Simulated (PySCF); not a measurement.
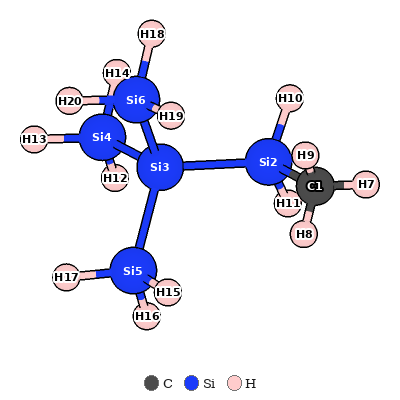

Geometry used (CH₁₄Si₅, SMILES C[SiH2][Si]([SiH3])([SiH3])[SiH3]).

GIAO shifts, PBE0/pcSseg-1, PySCF, at a GFN2-xTB geometry (no frequency check), against TMS for ¹H and TMS for ¹³C computed at the same level. Gas phase, fully decoupled, line heights follow the number of nuclei, widths are arbitrary (no quadrupolar broadening); values of one conformer, averaged over methyl-type rotors and exact or near symmetry; other conformers aren't averaged in.

> Predict the ¹H spectrum.

3 signals.


```csv
δ (ppm),nuclei,atoms
4.16,2,"H10, H11"
3.62,9,"H12, H13, H14, H15, H16, H17, H18, H19, H20"
0.25,3,"H7, H8, H9"
```

> Which ¹³C signals does it give?

1 signal.


```tsv
δ (ppm)	nuclei	atoms
−7.5	1	C1
```

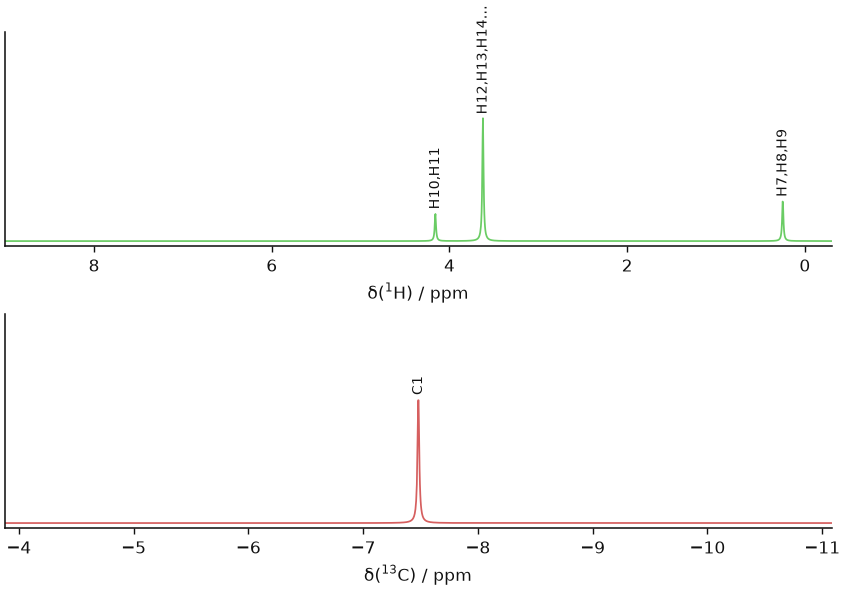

Note: the tight-binding geometry is rougher than a DFT one and adds to the error.
